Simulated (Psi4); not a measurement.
**A Psi4 job on CBClFNO (SMILES O=C=NB(F)Cl)**

Wanted: energy and forces of CBClFNO.

The results are computed with Psi4 1.11.

**1. The system as given**

CBClFNO has 6 atoms, charge 0, and is taken as a singlet. As SMILES, `O=C=NB(F)Cl`. The coordinates come from a PBE0-D4/def2-TZVP relaxation.

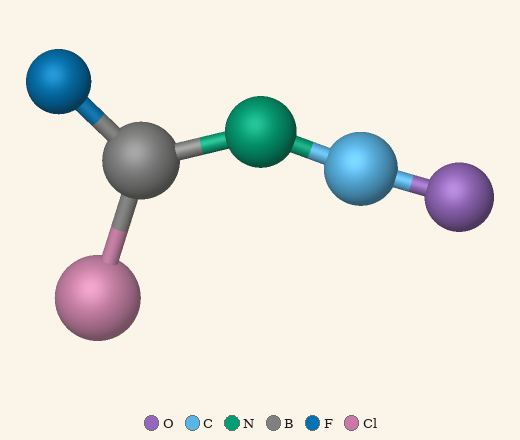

Viewed from a chosen angle; oxygen purple, carbon blue, nitrogen teal, boron grey, fluorine blue, chlorine pink.

**2. The run**

Contents of run.py:

```python
import psi4

psi4.set_memory('1600 MB')
psi4.set_num_threads(1)
psi4.core.set_output_file('cbclfno.out', False)

mol = psi4.geometry("""
O     -1.302300    -2.201900     0.522300
C     -0.638500    -1.256000     0.487600
N      0.081500    -0.292400     0.538600
B      0.530100     0.836400    -0.179100
F      1.398800     1.646900     0.382500
Cl    -0.027600     1.203000    -1.798000
symmetry c1
""")

options = {'basis': '6-31G*', 'reference': 'rks', 'scf_type': 'df', 'soscf': True}
psi4.set_options(options)

energy_value, wavefunction = psi4.gradient("tpssh", return_wfn=True)
print('gradient / Eh bohr^-1')
print(energy_value.np.round(6))
print(f'energy = {wavefunction.energy():.10f} Eh')
```

Started as:

```console
$ python run.py
```

cbclfno.out:

```text
gradient() will perform analytic gradient computation.

   => Loading Basis Set <=

    Name: 6-31G*
    Role: ORBITAL
    Keyword: BASIS

         ---------------------------------------------------------
                                   SCF
                              RKS Reference
                        1 Threads,   1525 MiB Core
         ---------------------------------------------------------

  ==> Geometry <==

    Molecular point group: c1
    Full point group: C1

    Geometry (in Angstrom), charge = 0, multiplicity = 1:

       Center              X                  Y                   Z               Mass
    ------------   -----------------  -----------------  -----------------  -----------------
         O           -1.340579497415    -2.465312948721     0.857253266877    15.994914619570
         C           -0.676779497415    -1.519412948721     0.822553266877    12.000000000000
         N            0.043220502585    -0.555812948721     0.873553266877    14.003074004430
         B            0.491820502585     0.572987051279     0.155853266877    11.009305360000
         F            1.360520502585     1.383487051279     0.717453266877    18.998403162730
         CL          -0.065879497415     0.939587051279    -1.463046733123    34.968852682000

  Running in c1 symmetry.

  Rotational constants: A =      0.17061  B =      0.05833  C =      0.04347 [cm^-1]
  Rotational constants: A =   5114.79613  B =   1748.77215  C =   1303.20158 [MHz]
  Nuclear repulsion =  238.327279773708597

  Charge       = 0
  Multiplicity = 1
  Electrons    = 52
  Nalpha       = 26
  Nbeta        = 26

  ==> Algorithm <==

  SCF Algorithm Type is DF.
  DIIS enabled.
  MOM disabled.
  Fractional occupation disabled.
  Guess Type is SAD.
  Energy threshold   = 1.00e-08
  Density threshold  = 1.00e-08
  Integral threshold = 1.00e-12

  ==> Primary Basis <==

  Basis Set: 6-31G*
    Blend: 6-31G*
    Number of shells: 38
    Number of basis functions: 94
    Number of Cartesian functions: 94
    Spherical Harmonics?: false
    Max angular momentum: 2

  ==> DFT Potential <==

   => LibXC <=

    Version 7.1.2

   => Composite Functional: TPSSH <=

    TPSSh Hyb-GGA Exchange-Correlation Functional

    Deriv               =              1
    GGA                 =           TRUE
    Meta                =           TRUE

    Exchange Hybrid     =           TRUE
    MP2 Hybrid          =          FALSE

   => Exchange Functionals <=

    0.9000   Tao, Perdew, Staroverov & Scuseria

   => Exact (HF) Exchange <=

    0.1000               HF

   => Correlation Functionals <=

    1.0000   Tao, Perdew, Staroverov & Scuseria

   => LibXC Density Thresholds  <==

    XC_HYB_MGGA_XC_TPSSH:  1.00E-15

   => Molecular Quadrature <=

    Radial Scheme          =       TREUTLER
    Pruning Scheme         =           NONE
    Nuclear Scheme         =       TREUTLER

    Blocking Scheme        =         OCTREE
    BS radius alpha        =              1
    Pruning alpha          =              1
    Radial Points          =             75
    Spherical Points       =            302
    Total Points           =         127079
    Total Blocks           =           1030
    Max Points             =            256
    Max Functions          =             92
    Weights Tolerance      =       1.00E-15

   => Loading Basis Set <=

    Name: (6-31G* AUX)
    Role: JKFIT
    Keyword: DF_BASIS_SCF

  ==> Integral Setup <==

  DFHelper Memory: AOs need 0.038 GiB; user supplied 0.458 GiB.
  SCF_SUBTYPE=INCORE selected. In-core MEM_DF algorithm will be used.
  Using in-core AOs.

  ==> MemDFJK: Density-Fitted J/K Matrices <==

    J tasked:                   Yes
    K tasked:                   Yes
    wK tasked:                   No
    Memory [MiB]:               468
    Algorithm:                 Core
    Schwarz Cutoff:           1E-12
    Mask sparsity (%):       4.7759
    Fitting Condition:        1E-10

   => Auxiliary Basis Set <=

  Basis Set: (6-31G* AUX)
    Blend: CC-PVDZ-JKFIT
    Number of shells: 156
    Number of basis functions: 535
    Number of Cartesian functions: 535
    Spherical Harmonics?: false
    Max angular momentum: 3

  Cached 100.0% of DFT collocation blocks in 0.660 [GiB].

  Minimum eigenvalue in the overlap matrix is 1.6138657609E-03.
  Reciprocal condition number of the overlap matrix is 2.4724337296E-04.
    Using symmetric orthogonalization.

  ==> Pre-Iterations <==

  SCF Guess: Superposition of Atomic Densities via on-the-fly atomic UHF (no occupation information).

   -------------------------
    Irrep   Nso     Nmo
   -------------------------
     A         94      94
   -------------------------
    Total      94      94
   -------------------------

  ==> Iterations <==

                           Total Energy        Delta E     RMS |[F,P]|

   @DF-RKS iter SAD:  -752.76702601253044   -7.52767e+02   0.00000e+00
   @DF-RKS iter   1:  -752.90838787179712   -1.41362e-01   7.84413e-03 ADIIS/DIIS
   @DF-RKS iter   2:  -752.66654536172825    2.41843e-01   1.10943e-02 ADIIS/DIIS
   @DF-RKS iter   3:  -753.09741285487246   -4.30867e-01   2.12746e-03 ADIIS/DIIS
```

Standard output:

```text
Traceback (most recent call last):
  File "run.py", line 20, in <module>
    energy_value, wavefunction = psi4.gradient("tpssh", return_wfn=True)
RuntimeError:
Fatal Error: Vx: RKS does not support rotated V builds for MGGA's
```

It took 4.5 s on 1 thread of Intel Xeon 6975P-C (Granite Rapids), shared host; peak memory 0.92 GiB.

**3. Diagnosis**

The program stopped with an error.

The telling line is `Fatal Error: Vx: RKS does not support rotated V builds for MGGA's`. To mend it: soscf at its default in place of yes. As typed, the program can't run this.
